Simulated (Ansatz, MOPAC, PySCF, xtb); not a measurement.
HBr (SMILES Br) and H4OSi (SMILES O[SiH3]) are pulled apart as rigid monomers along the line of their centres of mass, from the B3LYP-D3(BJ)/def2-TZVP minimum. Starting geometry (charge 0, multiplicity 1):
```tsv
atom	x (Å)	y (Å)	z (Å)
Br	-0.4673	-1.3769	-0.0963
H	0.4134	-0.3081	0.2541
O	-1.0393	-0.1138	3.1866
Si	0.5604	0.2226	3.3875
H	-1.2865	-0.7018	2.4654
H	1.3441	-0.9702	3.7891
H	0.6422	1.2615	4.4316
H	1.1627	0.7422	2.1271
```

Interaction energies with rigid monomers; basis-set methods are counterpoise corrected unless marked otherwise.

The state reached by PM3, PM7 isn't checked; PM7 holds dispersion and hydrogen-bond terms.

Programs: Ansatz (an electronic-structure program); MOPAC for PM3, PM7 (differences of heats of formation); PySCF for the dispersion terms; xtb for the GFN methods. 

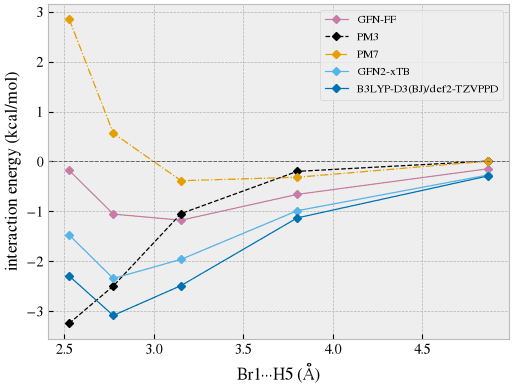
Interaction energy against separation

**Question.** Which level binds most strongly at Br1···H5 = 2.77, and by how much?

**Answer.** B3LYP-D3(BJ)/def2-TZVPPD, -3.1 kcal/mol.
